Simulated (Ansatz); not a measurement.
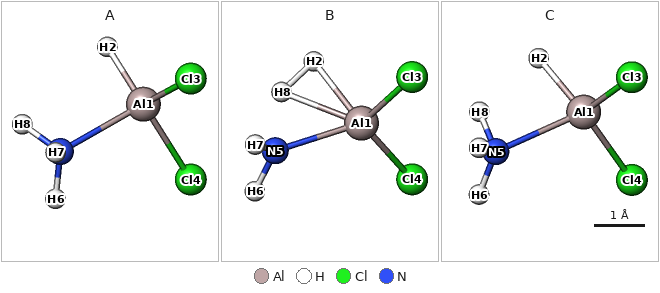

3 geometries from a converged minimum-energy path of AlNH₄Cl₂, shuffled. The picture is a ball-and-stick view, seen from a free direction.

Theory: Ansatz, RKS PBE0/def2-SVP. Settings: 7 movable images; climbing image; force threshold 0.03 eV/Å; iteration limit 60; starting path through a guess of the saddle point.

Question: Which frame is the top of the path?

Answer: B. In order along the path, whose images run from 0 to 8: A (image 1, +0.04 eV), C (image 3, +0.44 eV), B (image 5, +1.55 eV). Breaking: Al1–H2 (1.58 → 1.80 at the top → 2.37 Å), N5–H8 (1.02 → 1.45 at the top → 2.72 Å). Forming: H2–H8 (2.93 → 0.99 at the top → 0.77 Å).

Cost: 3.8 min on 2 threads of Arm Neoverse V1, with other jobs on the host, peak memory 0.18 GiB.
